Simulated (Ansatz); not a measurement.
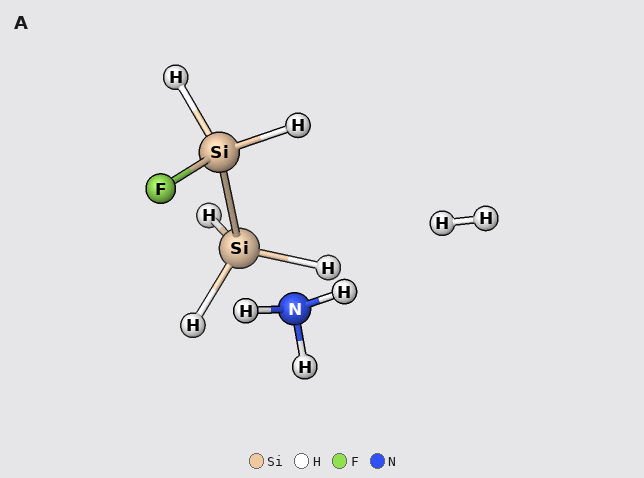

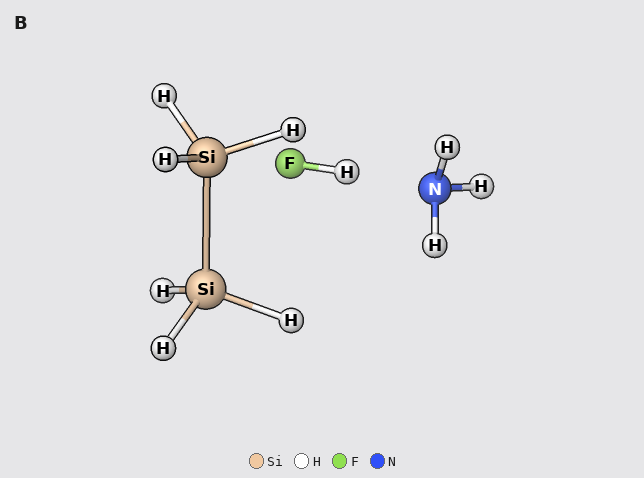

2 stationary structures of one formula. Geometries: PBE0-D4/def2-TZVP. Electronic energies: CCSD(T)/CBS (MP2 limit from def2-TZVPP and def2-QZVPP plus CCSD(T) − MP2) (Ansatz 0.2.0), without zero-point energy. No frequency run is at hand to confirm each as a minimum. Each is one conformer, not always the lowest.

### Which is lowest in energy, and by how much?

A is lowest; B lies 0.574 eV above it (a minimum).

Give E(B) − E(A) in eV at these levels too: PBE0-D4/def2-TZVP; PBE0-D4/def2-SVP; r2SCAN-D4/def2-TZVPP; BLYP-D4/def2-TZVPP; SPW92 (LDA)/def2-TZVPP; ωB97M-V/def2-SVP; SPW92 (LDA)/def2-SVP; ωB97M-V/def2-TZVPP.

```csv
level,E(B) − E(A) (eV)
PBE0-D4/def2-TZVP,+0.456
PBE0-D4/def2-SVP,+0.205
r2SCAN-D4/def2-TZVPP,+0.510
BLYP-D4/def2-TZVPP,+0.541
SPW92 (LDA)/def2-TZVPP,+0.197
ωB97M-V/def2-SVP,+0.316
SPW92 (LDA)/def2-SVP,+0.018
ωB97M-V/def2-TZVPP,+0.554
```
